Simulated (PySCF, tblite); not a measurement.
# FH6OSi3 radical, a small gas-phase stand-in for a defect centre (Si site with back bonds [SiH3], [SiH3], F): EPR parameters

What EPR parameters should one expect for `[O][Si](F)([SiH3])[SiH3]`? It is drawn as: oxygen hole.

Programs: tblite 0.8.0 and PySCF 2.14.0. All values are calculated, for the isolated system unless a continuum is named. Atoms count from 0, parts from 1.

## Step 1: The system as given

11 atoms, charge 0, multiplicity 2; geometry: distance geometry start.

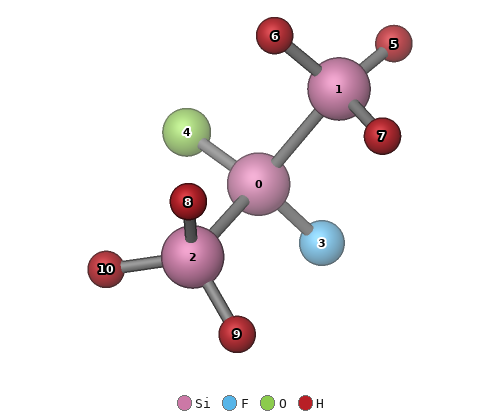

The starting geometry (silicon pink, fluorine blue, oxygen green, hydrogen red), atoms numbered.

## Step 2: Relaxing the cluster with GFN2-xTB

The job: settings as JSON, then the geometry in Å.

```
{"job": {"kind": "relax", "xc": "GFN2-xTB", "basis": "xTB"}, "charge": 0, "multiplicity": 2}
Si    -0.029122     0.986061     0.039835
Si    -1.743631    -0.450200    -0.407255
Si     1.742633    -0.308397     0.457642
F     -0.474112     1.922448     1.345474
O      0.267712     1.998571    -1.348974
H     -3.009977     0.240618    -0.537661
H     -1.277071    -1.123745    -1.663467
H     -1.704134    -1.480778     0.660517
H      1.492454    -1.568291    -0.246692
H      1.905509    -0.477590     1.890790
H      2.898641     0.319530    -0.199003
```

With the program's defaults for keys left out, this is: GFN2-xTB geometry optimisation, gas phase.

The run is started by

```console
$ OMP_NUM_THREADS=1 python cluster_run.py task.json out
```

One launch serves the whole session: the jobs run in the order shown.

**Question.** The jobs that follow are: PBE0-D3(BJ)/def2-SVP geometry optimisation, gas phase; UKS B3LYP, IGLO-III on F O Si, pcH-1 on H, non-relativistic, mean-field spin-orbit, GIAO; UKS BHandHLYP, IGLO-III on F O Si, pcH-1 on H, non-relativistic, mean-field spin-orbit, GIAO. Predict: point group; rotational constants (main isotopes); g(iso) (B3LYP); ⟨S²⟩; largest a(iso); potential on the surface of density 0.002 e/bohr³, 1st and 99th percentile.

**Answer**, as computed:

```
                                                                  quantity                    value
                                                               point group                       C1
                                      rotational constants (main isotopes)     2.64, 1.57, 1.36 GHz
                                                            g(iso) (B3LYP)                  2.01020
                                                                      ⟨S²⟩       0.759 (exact 0.75)
                                                            largest a(iso)  29Si on Si2, -116.4 MHz
potential on the surface of density 0.002 e/bohr³, 1st and 99th percentile       -1.55 V and 1.61 V
```

What this shows: The start of the PBE0/def2-SVP relaxation was shaken at random by about 0.01 Å, so part of the energy gained, and of the first lengths quoted, undoes that. Over 14 steps the energy fell by 0.326 eV; of the close pairs, Si0–O4 changed most, 1.535 to 1.610 Å (PBE0/def2-SVP). No frequency check was run at this level, so the end point may be a saddle. O4 carries the largest spin population, 0.66 e. The isotropic g lies 7.9 ppt above the free-electron value. The coupling of 29Si on Si2 runs from -116.4 (B3LYP/IGLO-III+pcH-1) to -104.5 MHz (BHandHLYP/IGLO-III+pcH-1). A capped cluster stands for the solid here, so long-range fields and strain are missing, and bands or shifts of the capping hydrogens have no counterpart in it.
